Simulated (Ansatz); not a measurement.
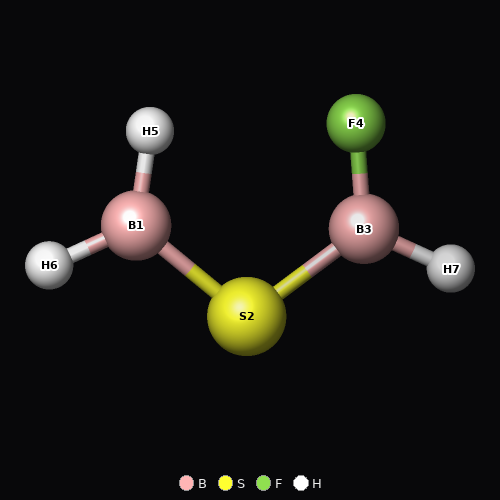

The system is B₂FH₃S, SMILES BSBF; the picture shows the reference structure. The first coordinate is: angle B1–S2–B3; the second: change of the bonds S2–B1, S2–B3, all alike. Nothing is relaxed (all other coordinates rigid). The scan uses a 15 × 15 grid. At 5 points there is no value (left out of the scan, as a rule where atoms come close). Points are written as (first, second). All energies are given in eV relative to the relaxed molecule at the same level. Computed with RKS PBE0-D4/def2-TZVP (Ansatz 0.2.0).

Its coordinates:

```xyz
7

B     0.1991   -0.5144   -1.3163
S    -1.0449    0.3644   -0.3745
B    -0.2961    0.5467    1.2767
F     0.9008    0.0820    1.5601
H     1.2320   -0.8346   -0.8232
H    -0.0737   -0.7523   -2.4511
H    -0.9172    1.1081    2.1283
```

Range: angle B1–S2–B3 from 58.9 to 148.9°; change of the bonds S2–B1, S2–B3, all alike from −0.199 to 0.307 Å.

> What will the energy surface look like?

The lowest grid point is at (103.9°, 0.018 Å), 0.007 eV from the relaxed molecule at the same level. No other kind of well shows on this grid. The highest grid point, (58.9°, −0.018 Å), lies 23.8 eV above the lowest. Round the minimum the valley is somewhat tilted: raising angle B1–S2–B3 shifts the best value of the second coordinate downwards (coupling k₁₂/√(k₁₁k₂₂) about 0.2).

| second ↓, first → | 58.9 | 65.3 | 71.8 | 78.2 | 84.6 | 91.0 | 97.5 | 103.9 | 110.3 | 116.8 | 123.2 | 129.6 | 136.0 | 142.5 | 148.9 |
| --- | --- | --- | --- | --- | --- | --- | --- | --- | --- | --- | --- | --- | --- | --- | --- |
| 0.307 | 10.0 | 5.0 | 2.8 | 1.9 | 1.5 | 1.4 | 1.3 | 1.3 | 1.4 | 1.5 | 1.6 | 1.8 | 1.9 | 2.1 | 2.3 |
| 0.271 | 10.6 | 5.2 | 2.7 | 1.7 | 1.3 | 1.1 | 1.1 | 1.1 | 1.2 | 1.3 | 1.4 | 1.5 | 1.7 | 1.9 | 2.1 |
| 0.235 | 11.3 | 5.4 | 2.7 | 1.6 | 1.1 | 0.9 | 0.9 | 0.9 | 0.9 | 1.0 | 1.2 | 1.3 | 1.5 | 1.7 | 1.9 |
| 0.199 | 12.2 | 5.7 | 2.8 | 1.5 | 0.9 | 0.7 | 0.6 | 0.7 | 0.7 | 0.8 | 0.9 | 1.1 | 1.3 | 1.5 | 1.7 |
| 0.163 | 13.3 | 6.1 | 2.9 | 1.4 | 0.8 | 0.5 | 0.5 | 0.5 | 0.5 | 0.6 | 0.7 | 0.9 | 1.1 | 1.3 | 1.5 |
| 0.126 | 14.6 | 6.6 | 3.0 | 1.4 | 0.7 | 0.4 | 0.3 | 0.3 | 0.3 | 0.4 | 0.6 | 0.7 | 0.9 | 1.1 | 1.3 |
| 0.090 | 16.2 | 7.1 | 3.2 | 1.4 | 0.6 | 0.3 | 0.2 | 0.2 | 0.2 | 0.3 | 0.4 | 0.6 | 0.8 | 1.0 | 1.2 |
| 0.054 | 18.2 | 7.7 | 3.5 | 1.5 | 0.6 | 0.2 | 0.1 | 0.1 | 0.1 | 0.2 | 0.3 | 0.5 | 0.7 | 0.9 | 1.1 |
| 0.018 | 20.7 | 8.5 | 3.9 | 1.7 | 0.7 | 0.2 | 0.0 | 0.0 | 0.0 | 0.1 | 0.3 | 0.4 | 0.6 | 0.8 | 1.0 |
| −0.018 | 23.8 | 9.4 | 4.4 | 1.9 | 0.8 | 0.3 | 0.1 | 0.0 | 0.0 | 0.1 | 0.3 | 0.4 | 0.6 | 0.8 | 1.0 |
| −0.054 | – | 10.5 | 5.0 | 2.3 | 1.0 | 0.4 | 0.1 | 0.1 | 0.1 | 0.2 | 0.3 | 0.5 | 0.6 | 0.8 | 1.1 |
| −0.090 | – | 11.7 | 5.7 | 2.7 | 1.3 | 0.6 | 0.3 | 0.2 | 0.2 | 0.3 | 0.4 | 0.6 | 0.8 | 1.0 | 1.2 |
| −0.126 | – | 13.3 | 6.6 | 3.3 | 1.7 | 0.9 | 0.6 | 0.4 | 0.4 | 0.5 | 0.6 | 0.8 | 1.0 | 1.2 | 1.4 |
| −0.163 | – | 15.2 | 7.6 | 4.0 | 2.2 | 1.3 | 0.9 | 0.8 | 0.8 | 0.8 | 0.9 | 1.1 | 1.3 | 1.5 | 1.7 |
| −0.199 | – | 17.5 | 8.8 | 4.9 | 2.9 | 1.9 | 1.4 | 1.2 | 1.2 | 1.2 | 1.4 | 1.5 | 1.7 | 1.9 | 2.1 |

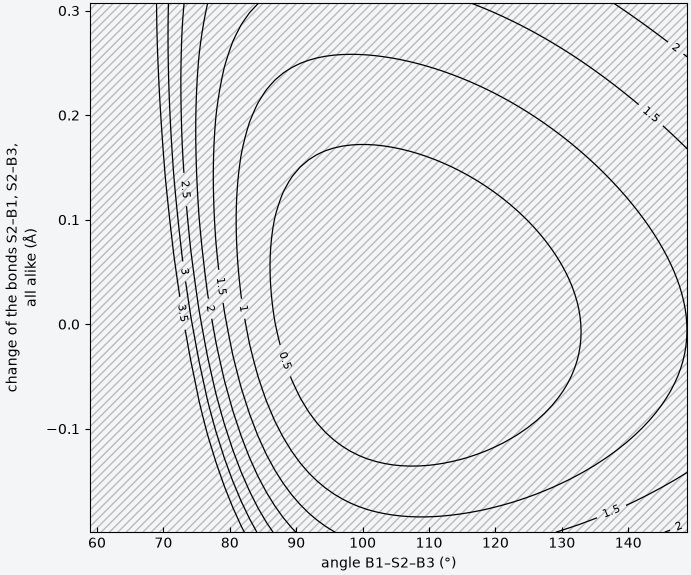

The picture shows contour lines labelled in eV (none above 3.5), hatched blanks where no value was computed. Between grid points the surface is interpolated.

The whole map (220 points run) took 29 min on 1 thread of Arm Neoverse N1, on a shared host.
